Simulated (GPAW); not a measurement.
# Calculation of the molecule and its ions, with input and output: CH4OSi (part 1 of 2)

System: CH4OSi, SMILES O=C[SiH3].
Method: vdW-DF2/dzp, scalar-relativistic datasets (GPAW 26.7.0).

The geometry comes from this level: UFF from SMILES.

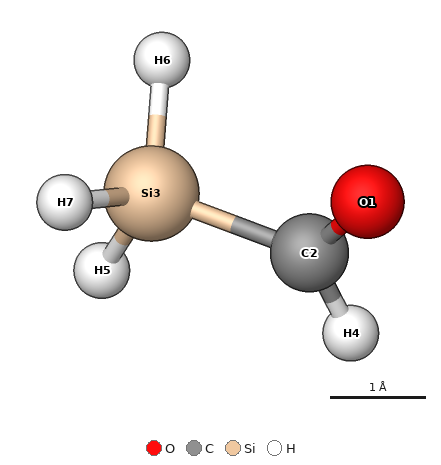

Fig. 1: The input geometry (ball-and-stick view, seen at a tilt; atoms are numbered from 1 in the order of the input). Bond lengths as drawn: C–H 1.08 Å, C–O 1.22 Å, C–Si 1.84 Å and H–Si 1.47 Å.

## Input (run.py)
```python
from ase import Atoms
from ase.io import write
from gpaw import GPAW
from rdkit import Chem
from rdkit.Chem import AllChem

rd = Chem.AddHs(Chem.MolFromSmiles('O=C[SiH3]'))
AllChem.EmbedMolecule(rd, randomSeed=829)
AllChem.UFFOptimizeMolecule(rd)
mol = Atoms([a.GetSymbol() for a in rd.GetAtoms()], positions=rd.GetConformer().GetPositions())
write('start.xyz', mol)
mol.center(vacuum=2.5)

energies = {}
for name, charge, unpaired in [('neutral', 0, 0), ('oxidised', 1, 1)]:
    mol.set_initial_magnetic_moments([unpaired / len(mol)] * len(mol))
    dft = GPAW(mode='lcao',
               maxiter=60,
               occupations={'name': 'fermi-dirac', 'width': 0.0, 'fixmagmom': unpaired > 0},
               xc={'name': 'vdW-DF2', 'backend': 'libvdwxc'},
               h=0.16,
               basis='dzp',
               symmetry='off',
               charge=charge,
               txt='-')
    mol.calc = dft
    energies[name] = mol.get_potential_energy()
    print(f'{name:10} {energies[name]:12.5f} eV')

ip = energies['oxidised'] - energies['neutral']
print(f'Vertical IP             {ip:.3f} eV')
```

Machine: 1 thread of Arm Neoverse V1, 24 GiB of memory available, shared host.

Command:
```bash
python run.py > run.log
```

## Log
```
__  _  _
 | _ |_)|_||  |
 |__||  | ||/\| - 26.7.0

units:  Angstrom and eV
cores:  1
OpenMP: False

Versions:
  Python: 3.12.14
  ASE:    3.29.0
  Numpy:  2.5.5
  Scipy:  1.18.1
  Libxc:  7.0.0

        _gpaw.cpython-312-aarch64-linux-gnu.so

Input parameters:
  mode=LCAO(),
  basis={'default': 'dzp'},
  charge=0.0,
  h=0.16,
  maxiter=60,
  occupations=Occupations(name='fermi-dirac', width=0.0, fixmagmom=False),
  symmetry=Symmetry(point_group=False, time_reversal=False),
  xc=XC(name='vdW-DF2', backend='libvdwxc')
      .-------------------.
     /|                   |
    / |                   |
   /  |                   |
  /   |                   |
 *    |    H              |
 |    |                   |
 |    |    Si     O       |
 |    |    H   C          |
 |    .--H------H---------.
 |   /                   /
 |  /                   /
 | /                   /
 |/                   /
 *-------------------*

Atoms  # Å, Bohr magnetons
|   | symbol |        x |        y |        z |    initial magnetic moments |
|---|--------|----------|----------|----------|-----------------------------|
| 0 |      O | 5.823241 | 4.319829 | 3.294638 | ( 0.0000,  0.0000,  0.0000) |
| 1 |      C | 5.035063 | 3.445853 | 2.975343 | ( 0.0000,  0.0000,  0.0000) |
| 2 |     Si | 3.230030 | 3.688469 | 3.249842 | ( 0.0000,  0.0000,  0.0000) |
| 3 |      H | 5.396706 | 2.525799 | 2.529803 | ( 0.0000,  0.0000,  0.0000) |
| 4 |      H | 2.500000 | 2.500000 | 2.784266 | ( 0.0000,  0.0000,  0.0000) |
| 5 |      H | 2.775006 | 4.868684 | 2.500000 | ( 0.0000,  0.0000,  0.0000) |
| 6 |      H | 2.975582 | 3.889896 | 4.684031 | ( 0.0000,  0.0000,  0.0000) |

Unit cell  # Å
| periodic |        x |        y |        z |  lengths |    angles |
|----------|----------|----------|----------|----------|-----------|
|       no | 8.323241 | 0.000000 | 0.000000 | 8.323241 | 90.000000 |
|       no | 0.000000 | 7.368684 | 0.000000 | 7.368684 | 90.000000 |
|       no | 0.000000 | 0.000000 | 7.184031 | 7.184031 | 90.000000 |

Number of symmetries: 1
Symmetry operations  # r_c * U_cc + t_c -> r_c
|   | kind |            matrix            |
|---|------|------------------------------|
| 0 |  E   |  1, 0, 0,  0, 1, 0,  0, 0, 1 |

BZ-sampling:
  Number of BZ points: 1
  Number of IBZ points: 1

  Monkhorst-Pack size: [1, 1, 1]
  Monkhorst-Pack shift: [0, 0, 0]

K-points  # in reciprocal-cell coordinates
|   |                                coordinates |     weight |
|---|--------------------------------------------|------------|
| 0 | (  0.00000000,   0.00000000,   0.00000000) | 1.00000000 |

basis functions: 59
Spin-components: 1 (collinear spins)
Bands:           15
Projectors:      27
Spin-degeneracy: 2
Datatype:        <class 'float'>

  Storage: CPU
  Wave functions: 7_080 bytes (7_080 per core)

Parallelization:
  kpt:    1
  domain: 1
  band:   1

Density:
  Valence electrons: 18.0
  Components: 1
  Grid points: [52 48 44]
  Charge: 0.0  # |e|

Potential:
  Grid points: [52 48 44]

species:
  O:
    name:    Oxygen
    Z:       8.0
    valence: 6
    core:    2
    charge:  0.0  # [|e|]
    file:    O.PBE.gz
    compensation charges:
      type: gauss
      rc: 0.21  # [Å]
      lmax: 2
    cutoffs:
      filter: 1.17  # [Å]
      core: 0.83  # [Å]
    projectors
    | kind |    occ | energy [eV] | rcut [Å] |
    |------|--------|-------------|----------|
    |   2s |  2.000 |     -23.961 |    0.688 |
    |   2p |  4.000 |      -9.029 |    0.598 |
    |    s |        |       3.251 |    0.688 |
    |    p |        |      18.182 |    0.598 |
    |    d |        |       0.000 |    0.619 |

    LCAO basis set for O:
      Name: dzp
      File: O.dzp.basis.gz
      Number of radial functions: 5
      Number of spherical harmonics: 13
        l=0, rc=4.3438 Bohr: 2s-sz confined orbital
        l=1, rc=5.3906 Bohr: 2p-sz confined orbital
        l=0, rc=2.2969 Bohr: 2s-dz split-valence wave
        l=1, rc=2.8906 Bohr: 2p-dz split-valence wave
        l=2, rc=5.3906 Bohr: d-type Gaussian polarization
      Number of RI-basis functions 0

  C:
    name:    Carbon
    Z:       6.0
    valence: 4
    core:    2
    charge:  0.0  # [|e|]
    file:    C.PBE.gz
    compensation charges:
      type: gauss
      rc: 0.20  # [Å]
      lmax: 2
    cutoffs:
      filter: 1.14  # [Å]
      core: 1.14  # [Å]
    projectors
    | kind |    occ | energy [eV] | rcut [Å] |
    |------|--------|-------------|----------|
    |   2s |  2.000 |     -13.751 |    0.635 |
    |   2p |  2.000 |      -5.284 |    0.635 |
    |    s |        |      13.461 |    0.635 |
    |    p |        |      21.927 |    0.635 |
    |    d |        |       0.000 |    0.635 |

    LCAO basis set for C:
      Name: dzp
      File: C.dzp.basis.gz
      Number of radial functions: 5
      Number of spherical harmonics: 13
        l=0, rc=5.5469 Bohr: 2s-sz confined orbital
        l=1, rc=6.6719 Bohr: 2p-sz confined orbital
        l=0, rc=3.0312 Bohr: 2s-dz split-valence wave
        l=1, rc=3.7500 Bohr: 2p-dz split-valence wave
        l=2, rc=6.6719 Bohr: d-type Gaussian polarization
      Number of RI-basis functions 0

  Si:
    name:    Silicon
    Z:       14.0
    valence: 4
    core:    10
    charge:  0.0  # [|e|]
    file:    Si.PBE.gz
    compensation charges:
      type: gauss
      rc: 0.33  # [Å]
      lmax: 2
    cutoffs:
      filter: 1.86  # [Å]
      core: 2.06  # [Å]
    projectors
    | kind |    occ | energy [eV] | rcut [Å] |
    |------|--------|-------------|----------|
    |   3s |  2.000 |     -10.812 |    1.058 |
    |   3p |  2.000 |      -4.081 |    1.058 |
    |    s |        |      16.399 |    1.058 |
    |    p |        |      23.130 |    1.058 |
    |    d |        |       0.000 |    1.058 |

    LCAO basis set for Si:
      Name: dzp
      File: Si.dzp.basis.gz
      Number of radial functions: 5
      Number of spherical harmonics: 13
        l=0, rc=6.8594 Bohr: 3s-sz confined orbital
        l=1, rc=9.0625 Bohr: 3p-sz confined orbital
        l=0, rc=3.8906 Bohr: 3s-dz split-valence wave
        l=1, rc=5.2344 Bohr: 3p-dz split-valence wave
        l=2, rc=9.0625 Bohr: d-type Gaussian polarization
      Number of RI-basis functions 0

  H:
    name:    Hydrogen
    Z:       1.0
    valence: 1
    core:    0
    charge:  0.0  # [|e|]
    file:    H.PBE.gz
    compensation charges:
      type: gauss
      rc: 0.15  # [Å]
      lmax: 2
    cutoffs:
      filter: 0.85  # [Å]
      core: 0.53  # [Å]
    projectors
    | kind |    occ | energy [eV] | rcut [Å] |
    |------|--------|-------------|----------|
    |   1s |  1.000 |      -6.494 |    0.476 |
    |    s |        |      20.717 |    0.476 |
    |    p |        |       0.000 |    0.476 |

    LCAO basis set for H:
      Name: dzp
      File: H.dzp.basis.gz
      Number of radial functions: 3
      Number of spherical harmonics: 5
        l=0, rc=6.4219 Bohr: 1s-sz confined orbital
        l=0, rc=3.6094 Bohr: 1s-dz split-valence wave
        l=1, rc=6.4219 Bohr: p-type Gaussian polarization
      Number of RI-basis functions 0

Reference energy: -11004.785316  # eV

eigensolver:
  <gpaw.new.lcao.eigensolver.LCAOEigensolver object at 0xff87716c1df0>
density mixing:
  MSR1-Mixer
  Pratt-step length: 0.05
  Maximum mixing coefficient: 0.75
  Old densities: 10
  SVD Regularization: 0.005
  Good broyden scale: 1.0
  Trust region scale: 1.0
  Backstep threshold: 4.0
  History deletion threshold: 6.0
  Fourier metric: weight=20.0, sigma=0.015

occupation numbers:
  # Zero width

FastPoissonSolver using
    Stencil: 6*3+1=19 point O(h^6) finite-difference Laplacian
    FFT axes: []
    FST axes: [np.int64(2), np.int64(1), np.int64(0)]

xc functional:
  name: vdW-DF2 with libvdwxc
  Mode: serial
  Semilocal: GGA_X_RPW86+LDA_C_PW with 2 nearest neighbor stencil
  Local blocksize: 104 x 96 x 88
  PAW datasets: PBE
interpolation: tri-quintic # 5. degree polynomial

      .-------------------.
     /|                   |
    / |                   |
   /  |                   |
  /   |                   |
 *    |    H              |
 |    |                   |
 |    |    Si     O       |
 |    |    H   C          |
 |    .--H------H---------.
 |   /                   /
 |  /                   /
 | /                   /
 |/                   /
 *-------------------*

Atoms  # Å, Bohr magnetons
|   | symbol |        x |        y |        z |    initial magnetic moments |
|---|--------|----------|----------|----------|-----------------------------|
| 0 |      O | 5.823241 | 4.319829 | 3.294638 | ( 0.0000,  0.0000,  0.0000) |
| 1 |      C | 5.035063 | 3.445853 | 2.975343 | ( 0.0000,  0.0000,  0.0000) |
| 2 |     Si | 3.230030 | 3.688469 | 3.249842 | ( 0.0000,  0.0000,  0.0000) |
| 3 |      H | 5.396706 | 2.525799 | 2.529803 | ( 0.0000,  0.0000,  0.0000) |
| 4 |      H | 2.500000 | 2.500000 | 2.784266 | ( 0.0000,  0.0000,  0.0000) |
| 5 |      H | 2.775006 | 4.868684 | 2.500000 | ( 0.0000,  0.0000,  0.0000) |
| 6 |      H | 2.975582 | 3.889896 | 4.684031 | ( 0.0000,  0.0000,  0.0000) |

Unit cell  # Å
| periodic |        x |        y |        z |  lengths |    angles |
|----------|----------|----------|----------|----------|-----------|
|       no | 8.323241 | 0.000000 | 0.000000 | 8.323241 | 90.000000 |
|       no | 0.000000 | 7.368684 | 0.000000 | 7.368684 | 90.000000 |
|       no | 0.000000 | 0.000000 | 7.184031 | 7.184031 | 90.000000 |

Number of symmetries: 1
Symmetry operations  # r_c * U_cc + t_c -> r_c
|   | kind |            matrix            |
|---|------|------------------------------|
| 0 |  E   |  1, 0, 0,  0, 1, 0,  0, 0, 1 |

BZ-sampling:
  Number of BZ points: 1
  Number of IBZ points: 1

  Monkhorst-Pack size: [1, 1, 1]
  Monkhorst-Pack shift: [0, 0, 0]

K-points  # in reciprocal-cell coordinates
|   |                                coordinates |     weight |
|---|--------------------------------------------|------------|
| 0 | (  0.00000000,   0.00000000,   0.00000000) | 1.00000000 |

basis functions: 59
Spin-components: 1 (collinear spins)
Bands:           15
Projectors:      27
Spin-degeneracy: 2
Datatype:        <class 'float'>

  Storage: CPU
  Wave functions: 7_080 bytes (7_080 per core)

Parallelization:
  kpt:    1
  domain: 1
  band:   1

Density:
  Valence electrons: 18.0
  Components: 1
  Grid points: [52 48 44]
  Charge: 0.0  # |e|

Potential:
  Grid points: [52 48 44]

species:
  O:
    name:    Oxygen
    Z:       8.0
    valence: 6
    core:    2
    charge:  0.0  # [|e|]
    file:    O.PBE.gz
    compensation charges:
      type: gauss
      rc: 0.21  # [Å]
      lmax: 2
    cutoffs:
      filter: 1.17  # [Å]
      core: 0.83  # [Å]
    projectors
    | kind |    occ | energy [eV] | rcut [Å] |
    |------|--------|-------------|----------|
    |   2s |  2.000 |     -23.961 |    0.688 |
    |   2p |  4.000 |      -9.029 |    0.598 |
    |    s |        |       3.251 |    0.688 |
    |    p |        |      18.182 |    0.598 |
    |    d |        |       0.000 |    0.619 |

    LCAO basis set for O:
      Name: dzp
      File: O.dzp.basis.gz
      Number of radial functions: 5
      Number of spherical harmonics: 13
        l=0, rc=4.3438 Bohr: 2s-sz confined orbital
        l=1, rc=5.3906 Bohr: 2p-sz confined orbital
        l=0, rc=2.2969 Bohr: 2s-dz split-valence wave
        l=1, rc=2.8906 Bohr: 2p-dz split-valence wave
        l=2, rc=5.3906 Bohr: d-type Gaussian polarization
      Number of RI-basis functions 0

  C:
    name:    Carbon
    Z:       6.0
    valence: 4
    core:    2
    charge:  0.0  # [|e|]
    file:    C.PBE.gz
    compensation charges:
      type: gauss
      rc: 0.20  # [Å]
      lmax: 2
    cutoffs:
      filter: 1.14  # [Å]
      core: 1.14  # [Å]
    projectors
    | kind |    occ | energy [eV] | rcut [Å] |
    |------|--------|-------------|----------|
    |   2s |  2.000 |     -13.751 |    0.635 |
    |   2p |  2.000 |      -5.284 |    0.635 |
    |    s |        |      13.461 |    0.635 |
    |    p |        |      21.927 |    0.635 |
    |    d |        |       0.000 |    0.635 |

    LCAO basis set for C:
      Name: dzp
      File: C.dzp.basis.gz
      Number of radial functions: 5
      Number of spherical harmonics: 13
        l=0, rc=5.5469 Bohr: 2s-sz confined orbital
        l=1, rc=6.6719 Bohr: 2p-sz confined orbital
        l=0, rc=3.0312 Bohr: 2s-dz split-valence wave
        l=1, rc=3.7500 Bohr: 2p-dz split-valence wave
        l=2, rc=6.6719 Bohr: d-type Gaussian polarization
      Number of RI-basis functions 0

  Si:
    name:    Silicon
    Z:       14.0
    valence: 4
    core:    10
    charge:  0.0  # [|e|]
    file:    Si.PBE.gz
    compensation charges:
      type: gauss
      rc: 0.33  # [Å]
      lmax: 2
    cutoffs:
      filter: 1.86  # [Å]
      core: 2.06  # [Å]
    projectors
    | kind |    occ | energy [eV] | rcut [Å] |
    |------|--------|-------------|----------|
    |   3s |  2.000 |     -10.812 |    1.058 |
    |   3p |  2.000 |      -4.081 |    1.058 |
    |    s |        |      16.399 |    1.058 |
    |    p |        |      23.130 |    1.058 |
    |    d |        |       0.000 |    1.058 |

    LCAO basis set for Si:
      Name: dzp
      File: Si.dzp.basis.gz
      Number of radial functions: 5
      Number of spherical harmonics: 13
        l=0, rc=6.8594 Bohr: 3s-sz confined orbital
        l=1, rc=9.0625 Bohr: 3p-sz confined orbital
        l=0, rc=3.8906 Bohr: 3s-dz split-valence wave
        l=1, rc=5.2344 Bohr: 3p-dz split-valence wave
        l=2, rc=9.0625 Bohr: d-type Gaussian polarization
      Number of RI-basis functions 0

  H:
    name:    Hydrogen
    Z:       1.0
    valence: 1
    core:    0
    charge:  0.0  # [|e|]
    file:    H.PBE.gz
    compensation charges:
      type: gauss
      rc: 0.15  # [Å]
      lmax: 2
    cutoffs:
      filter: 0.85  # [Å]
      core: 0.53  # [Å]
    projectors
    | kind |    occ | energy [eV] | rcut [Å] |
    |------|--------|-------------|----------|
    |   1s |  1.000 |      -6.494 |    0.476 |
    |    s |        |      20.717 |    0.476 |
    |    p |        |       0.000 |    0.476 |

    LCAO basis set for H:
      Name: dzp
      File: H.dzp.basis.gz
      Number of radial functions: 3
      Number of spherical harmonics: 5
        l=0, rc=6.4219 Bohr: 1s-sz confined orbital
        l=0, rc=3.6094 Bohr: 1s-dz split-valence wave
        l=1, rc=6.4219 Bohr: p-type Gaussian polarization
      Number of RI-basis functions 0

Reference energy: -11004.785316  # eV

eigensolver:
  <gpaw.new.lcao.eigensolver.LCAOEigensolver object at 0xff876f323380>
density mixing:
  MSR1-Mixer
  Pratt-step length: 0.05
  Maximum mixing coefficient: 0.75
  Old densities: 10
  SVD Regularization: 0.005
  Good broyden scale: 1.0
  Trust region scale: 1.0
  Backstep threshold: 4.0
  History deletion threshold: 6.0
  Fourier metric: weight=20.0, sigma=0.015

occupation numbers:
  # Zero width

FastPoissonSolver using
    Stencil: 6*3+1=19 point O(h^6) finite-difference Laplacian
    FFT axes: []
    FST axes: [np.int64(2), np.int64(1), np.int64(0)]

xc functional:
  name: vdW-DF2 with libvdwxc
  Mode: serial
  Semilocal: GGA_X_RPW86+LDA_C_PW with 2 nearest neighbor stencil
  Local blocksize: 104 x 96 x 88
  PAW datasets: PBE
interpolation: tri-quintic # 5. degree polynomial

Initialization done in: 4.552 s

convergence criteria:
- Maximum [total energy] change in last 3 cyles: 0.0005 eV / valence electron
- Maximum integral of absolute [dens]ity change: 0.0001 electrons / valence electron
- Maximum integral of absolute [eigenst]ate change: 4e-08 eV^2 / valence electron
maximum number of iterations: 60

SCF iterations
|iter     |     time |      energy | eigst |  dens |
|---------|----------|-------------|-------|-------|
|iter:   1| 00:00:04 |  -83.385633 |      c|       |
|iter:   2| 00:00:06 |  -83.081874 |      c| -0.67 |
|iter:   3| 00:00:07 |  -81.834712 |      c| -0.70 |
|iter:   4| 00:00:08 |  -81.760708 |      c| -1.24 |
|iter:   5| 00:00:10 |  -81.722600 |      c| -1.71 |
|iter:   6| 00:00:11 |  -81.723786 |      c| -2.14 |
|iter:   7| 00:00:12 |  -81.723900c|      c| -2.70 |
|iter:   8| 00:00:14 |  -81.723901c|      c| -3.42 |
|iter:   9| 00:00:15 |  -81.723901c|      c| -4.18c|

Converged in 9 steps
SCF loop duration: 10.587 s (1.176 s/step)
Energy contributions relative to reference atoms: (reference = -11004.785316)
```
